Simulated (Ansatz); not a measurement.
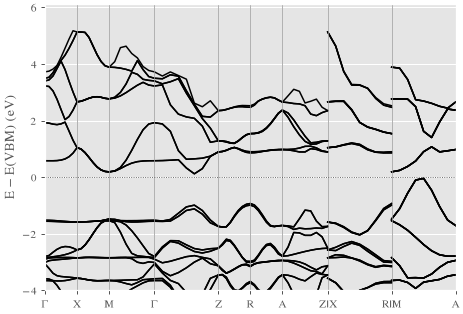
*Band structure from plane-wave PAW r²SCAN with spin–orbit coupling (Ansatz code)*

**Question.** Read off the gap and where the band edges lie.

**Answer.** About 0.1 eV (0.12 eV by a search for the band edges); maximum on the M–A line, 45 % of the way from M, minimum on the Γ–Z line, 62 % of the way from Γ.

The material is Si2Ru in space group P4_2/mnm (No. 136; Ru on 2a, Si on 4f).

The start of the workflow was typed in or built on a structure type; neither database checked (COD, Materials Project) lists it. Whether it is the stable phase at ambient conditions was not checked. The r²SCAN relaxation kept the symmetry of its start; whether a distortion lowers the energy is not shown. No spin polarisation was allowed. The volume moved by 20 % from the start of the relaxation.

Potentials: the earlier of the program's two PAW sets.
